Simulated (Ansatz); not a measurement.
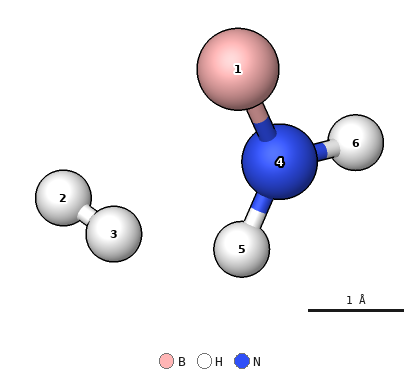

Fig. 1: The structure as given in the input (ball-and-stick view, seen at a tilt; atoms are numbered from 1 in the order of the input). Bond lengths as drawn: B–N 1.37 Å, H–H 0.72 Å and H–N 1.01 to 1.02 Å.

## Run report: BNH4, geometry relaxation (part 1 of 2)

The run: geometry relaxation of BNH4. Method and program: RKS CAM-B3LYP-D4/def2-SVPD (Ansatz 0.2.0).

It belongs to a series of runs on one base structure; here: end point B relaxed. Figures and captions count atoms from 1; the log counts them from 0 in places.

Output
```
The last accepted step is kept in [file] (removed where the run ends without a failure and the disk answers)
Engine: ansatz 0.2.0, x86_64-unknown-linux-gnu
Functional definition: CAM-B3LYP
  parameter alpha = 0.19
  parameter beta = 0.46
  parameter omega = 0.33/bohr
  parameter ac = 0.81
  exchange = (1 - alpha - beta)*b88_x + beta*b88_x_sr(omega) + alpha*exact_x + beta*exact_x_lr(omega)
  correlation = (1 - ac)*vwn5_c + ac*lyp_c
590 factors; their error is unknown
308 factors; integrals over basis functions are off by at most 1.4e-6 eV
mean field evaluation 1: about -2222.1656 eV, gradient 4.4e1 eV
mean field evaluation 2: about -2220.9786 eV, gradient 4.9e1 eV
mean field evaluation 4: about -2225.8629 eV, gradient 7.7e-1 eV
mean field evaluation 8: about -2225.8535 eV, gradient 4.1e-3 eV
mean field -2225.85350861 eV, -81.7986077036 hartree, gradient 1.3e-5 eV, S^2 0.000000; 0 other end points of the search recorded, 0 dependent functions left out
the calculation of the forces begins
reference -2225.85361530 eV, -81.7986116247 hartree; 8, 8 occupied and 64, 64 virtual orbitals, 590 factors
relax step   1: F+E_penalty+E_count = -2225.89953628 eV  Δ(F+E_penalty+E_count) = +0.000e0 eV  max|allowed force component| = 1.614e0 eV/Å  Δτ_max = 0.0000 Å  (25 SCF iters, accepted)
these checks for a lower state are left out or cut short: starts, cluster_reference, orbital_swaps, neighbouring_geometries, increment
590 factors; their error is unknown
308 factors; integrals over basis functions are off by at most 1.7e-6 eV
mean field evaluation 16: about -2225.9901 eV, gradient 1.9e-1 eV
mean field -2225.97786963 eV, -81.8031778871 hartree, gradient 7.6e-6 eV, S^2 0.000000; 0 other end points of the search recorded, 0 dependent functions left out
[... from here on the field's lines of each further geometry are left out, up to the last ...]
relax step   2: F+E_penalty+E_count = -2226.02295777 eV  Δ(F+E_penalty+E_count) = -1.234e-1 eV  max|allowed force component| = 2.799e-1 eV/Å  Δτ_max = 0.1982 Å  (30 SCF iters, accepted)
relax step   3: F+E_penalty+E_count = -2226.04972902 eV  Δ(F+E_penalty+E_count) = -2.677e-2 eV  max|allowed force component| = 4.087e-1 eV/Å  Δτ_max = 0.1947 Å  (30 SCF iters, accepted)
relax step   4: F+E_penalty+E_count = -2226.00576692 eV  Δ(F+E_penalty+E_count) = +4.396e-2 eV  max|allowed force component| = 1.756e0 eV/Å  Δτ_max = 0.2000 Å  (32 SCF iters, rejected (line search))
relax step   5: F+E_penalty+E_count = -2226.07207958 eV  Δ(F+E_penalty+E_count) = -2.235e-2 eV  max|allowed force component| = 2.245e-1 eV/Å  Δτ_max = 0.0954 Å  (29 SCF iters, accepted)
relax step   6: F+E_penalty+E_count = -2226.08109126 eV  Δ(F+E_penalty+E_count) = -9.012e-3 eV  max|allowed force component| = 9.707e-2 eV/Å  Δτ_max = 0.0999 Å  (28 SCF iters, accepted)
relax step   7: F+E_penalty+E_count = -2226.08435060 eV  Δ(F+E_penalty+E_count) = -3.259e-3 eV  max|allowed force component| = 5.070e-2 eV/Å  Δτ_max = 0.0610 Å  (29 SCF iters, accepted)
relax step   8: F+E_penalty+E_count = -2226.08753751 eV  Δ(F+E_penalty+E_count) = -3.187e-3 eV  max|allowed force component| = 1.256e-1 eV/Å  Δτ_max = 0.0762 Å  (29 SCF iters, accepted)
relax step   9: F+E_penalty+E_count = -2226.08165629 eV  Δ(F+E_penalty+E_count) = +5.881e-3 eV  max|allowed force component| = 5.334e-1 eV/Å  Δτ_max = 0.1952 Å  (33 SCF iters, rejected (line search))
relax step  10: F+E_penalty+E_count = -2226.09148086 eV  Δ(F+E_penalty+E_count) = -3.943e-3 eV  max|allowed force component| = 6.084e-2 eV/Å  Δτ_max = 0.0976 Å  (29 SCF iters, accepted)
relax step  11: F+E_penalty+E_count = -2226.09383044 eV  Δ(F+E_penalty+E_count) = -2.350e-3 eV  max|allowed force component| = 1.596e-1 eV/Å  Δτ_max = 0.0954 Å  (28 SCF iters, accepted)
relax step  12: F+E_penalty+E_count = -2226.09346187 eV  Δ(F+E_penalty+E_count) = +3.686e-4 eV  max|allowed force component| = 2.779e-1 eV/Å  Δτ_max = 0.1028 Å  (30 SCF iters, rejected (line search))
relax step  13: F+E_penalty+E_count = -2226.09654667 eV  Δ(F+E_penalty+E_count) = -2.716e-3 eV  max|allowed force component| = 5.584e-2 eV/Å  Δτ_max = 0.0514 Å  (29 SCF iters, accepted)
relax step  14: F+E_penalty+E_count = -2226.09890993 eV  Δ(F+E_penalty+E_count) = -2.363e-3 eV  max|allowed force component| = 2.942e-2 eV/Å  Δτ_max = 0.0730 Å  (28 SCF iters, accepted)
relax step  15: F+E_penalty+E_count = -2226.10026606 eV  Δ(F+E_penalty+E_count) = -1.356e-3 eV  max|allowed force component| = 1.588e-1 eV/Å  Δτ_max = 0.1097 Å  (29 SCF iters, accepted)
relax step  16: F+E_penalty+E_count = -2226.09428920 eV  Δ(F+E_penalty+E_count) = +5.977e-3 eV  max|allowed force component| = 3.656e-1 eV/Å  Δτ_max = 0.0846 Å  (29 SCF iters, rejected (line search))
relax step  17: F+E_penalty+E_count = -2226.10162284 eV  Δ(F+E_penalty+E_count) = -1.357e-3 eV  max|allowed force component| = 4.496e-2 eV/Å  Δτ_max = 0.0423 Å  (29 SCF iters, accepted)
relax step  18: F+E_penalty+E_count = -2226.10241003 eV  Δ(F+E_penalty+E_count) = -7.872e-4 eV  max|allowed force component| = 4.169e-2 eV/Å  Δτ_max = 0.0377 Å  (28 SCF iters, accepted)
relax step  19: F+E_penalty+E_count = -2226.10289675 eV  Δ(F+E_penalty+E_count) = -4.867e-4 eV  max|allowed force component| = 1.155e-2 eV/Å  Δτ_max = 0.0355 Å  (28 SCF iters, accepted)
relax step  20: F+E_penalty+E_count = -2226.09408866 eV  Δ(F+E_penalty+E_count) = +8.808e-3 eV  max|allowed force component| = 5.263e-1 eV/Å  Δτ_max = 0.1855 Å  (33 SCF iters, rejected (line search))
relax step  21: F+E_penalty+E_count = -2226.10301512 eV  Δ(F+E_penalty+E_count) = -1.184e-4 eV  max|allowed force component| = 1.494e-1 eV/Å  Δτ_max = 0.0911 Å  (28 SCF iters, accepted)
relax step  22: F+E_penalty+E_count = -2226.10287764 eV  Δ(F+E_penalty+E_count) = +1.375e-4 eV  max|allowed force component| = 7.577e-2 eV/Å  Δτ_max = 0.0349 Å  (29 SCF iters, rejected (line search))
the calculation of the forces begins
reference -2226.06466420 eV, -81.8063675284 hartree; 8, 8 occupied and 64, 64 virtual orbitals, 590 factors
relax step  23: F+E_penalty+E_count = -2226.10356463 eV  Δ(F+E_penalty+E_count) = -5.495e-4 eV  max|allowed force component| = 3.854e-3 eV/Å  Δτ_max = 0.0166 Å  (29 SCF iters, accepted)
```

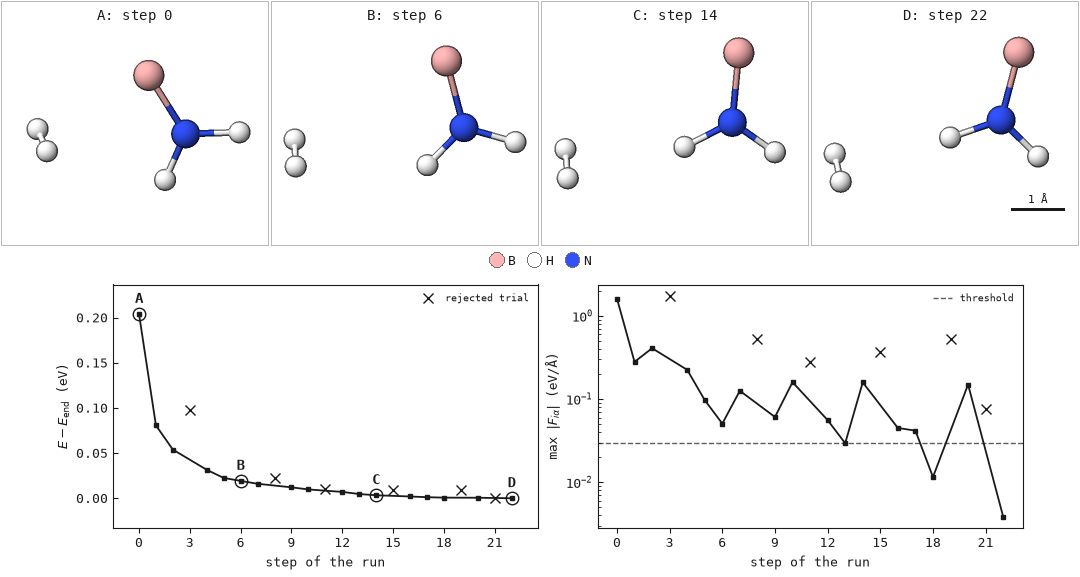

Fig. 2: Frames of the relaxation (ball-and-stick view, seen at a tilt) above the curves, on which the letters mark them (the first geometry is step 0 here and step 1 in the log).

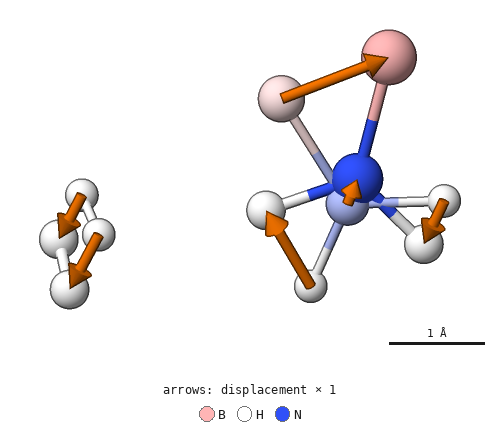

Fig. 3: Start (faint) and end (solid) with the displacements as orange arrows, at true length (ball-and-stick view, seen at a tilt). The two geometries are laid on each other by the best rigid fit. The energy falls by 0.204 eV in 22 geometry steps. Largest force component: 1.6 eV/Å at the start, 0.0039 eV/Å at the end. The line search rejected the trial steps at points 3, 8, 11, 15, 19, 21 (counted from 0) and went back. The atom that moves furthest after the best rigid fit is B1 (1.21 Å). By element the largest moves are B 1.21 Å, H 1.02 Å, N 0.29 Å. Distances before and after: H2–H3 0.717 → 0.762 Å, B1–N4 1.375 → 1.370 Å. Among the angles that change: B1–N4–H5 127.0° → 122.7°, B1–N4–H6 118.7° → 122.1°. (Atoms are counted from 1 in the order of the input.)

```
590 factors; their error is unknown
308 factors; integrals over basis functions are off by at most 2.7e-6 eV
mean field -2226.06455208 eV, -81.8063634082 hartree, gradient 2.7e-5 eV, S^2 0.000000; 1 other end points of the search recorded, 0 dependent functions left out
the calculation of the forces begins
reference -2226.06466420 eV, -81.8063675284 hartree; 8, 8 occupied and 64, 64 virtual orbitals, 590 factors
Total energy: -2226.10367674 eV, -81.8078012130 hartree
Atom 0 at    -1.774305     1.601979    -0.228629 Å, force     0.000215    -0.001676    -0.001150 eV/Å
Atom 1 at     1.191087    -0.898574     0.868564 Å, force     0.000264    -0.001317    -0.001178 eV/Å
Atom 2 at     1.530016    -0.891064     0.186034 Å, force     0.000386     0.000312     0.000672 eV/Å
Atom 3 at    -1.331722     0.385689    -0.676412 Å, force    -0.003176     0.003854    -0.001322 eV/Å
Atom 4 at    -0.477984    -0.047857    -0.334706 Å, force     0.000923    -0.000455     0.001640 eV/Å
Atom 5 at    -1.838992    -0.150172    -1.374750 Å, force     0.001388    -0.000718     0.001337 eV/Å
Dipole moment:     0.299201    -0.743846    -0.249961 e Å
```

Trajectory as extended XYZ (Å, eV, eV/Å), 23 frames, from step=1 to step=23
```
6
Properties=species:S:1:pos:R:3:forces:R:3 step=1 energy=-2225.89954
B    -0.7402    1.0640    0.1512   -0.2639   0.3099  -0.0009
H     0.9443   -0.4424    0.9418   -0.5446  -0.3870   1.6137
H     1.2103   -0.3246    0.2866    0.8279   0.1485  -1.5583
N    -1.2210    0.1334   -0.7390   -0.0413  -0.1255  -0.1114
H    -0.8544   -0.7963   -0.9074    0.0140   0.0421   0.0283
H    -2.0410    0.3659   -1.2930    0.0079   0.0120   0.0285
6
Properties=species:S:1:pos:R:3:forces:R:3 step=2 energy=-2226.02296
B    -0.8971    1.1816    0.1218   -0.1650  -0.2520  -0.2799
H     1.0153   -0.5181    0.9742    0.0276  -0.0473   0.0529
H     1.3518   -0.4219    0.3001    0.1064  -0.0516  -0.0188
N    -1.2596    0.1767   -0.7571   -0.0437   0.1385   0.1197
H    -0.8280   -0.7395   -0.8600   -0.0262   0.2379   0.0746
H    -2.0843    0.3212   -1.3389    0.1007  -0.0254   0.0515
6
Properties=species:S:1:pos:R:3:forces:R:3 step=3 energy=-2226.04973
B    -1.0229    1.2681    0.0599   -0.1223  -0.4087  -0.2210
H     1.1383   -0.5869    1.0215    0.0131  -0.0146  -0.0088
H     1.5140   -0.5094    0.3631    0.0269  -0.0245   0.0137
N    -1.3697    0.1882   -0.7322    0.0819   0.1474  -0.2151
H    -0.8292   -0.6710   -0.8669   -0.1844   0.3825   0.1875
H    -2.1324    0.3110   -1.4053    0.1847  -0.0821   0.2437
6
Properties=species:S:1:pos:R:3:forces:R:3 step=4 energy=-2226.00577 accepted=F
B    -1.2080    1.3290    0.0148    0.1388   0.8347   0.6161
H     1.1978   -0.6563    1.0043   -0.0220  -0.0049   0.0294
H     1.6268   -0.6189    0.3767    0.0218  -0.0102  -0.0340
N    -1.3829    0.2533   -0.7800   -0.3083   1.0373   0.3334
H    -0.8158   -0.5370   -0.7406    1.2582  -1.7561   0.0625
H    -2.1198    0.2299   -1.4350   -1.0885  -0.1009  -1.0074
6
Properties=species:S:1:pos:R:3:forces:R:3 step=5 energy=-2226.07208
B    -1.1119    1.3023    0.0554   -0.0167  -0.2245  -0.1503
H     1.1667   -0.6194    1.0150    0.0454  -0.0020  -0.0656
H     1.5740   -0.5585    0.3713   -0.0272  -0.0227   0.0661
N    -1.3570    0.2343   -0.7792   -0.0600   0.0973   0.0464
H    -0.8261   -0.6352   -0.8003   -0.0650   0.2068   0.0367
H    -2.1476    0.2765   -1.4221    0.1234  -0.0549   0.0666
```
